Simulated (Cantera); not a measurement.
Charge: 1 mol C2H2, 7.6 mol H2, equilibrated at 1.90 bar.

Cantera equilibrium calculation (NASA polynomials, part measured and part estimated; ideal gas, pure solids and liquids). Candidate condensed phases: C, C6H6, C7H8, C8H18; 86 gas species. Ions and electrons are included (thermal ionisation). The numbers say what is thermodynamically allowed, not how fast it happens.

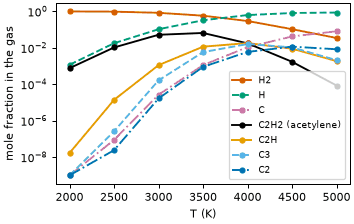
Fig. 1. Equilibrium gas composition (values under 1e-9 drawn at 1e-9)

From 2000 K to 3000 K the condensed part is C(graphite). From 3500 K to 5000 K nothing is condensed. The main C-bearing gas is C2H2 (acetylene) at 2000 K and C at 5000 K.
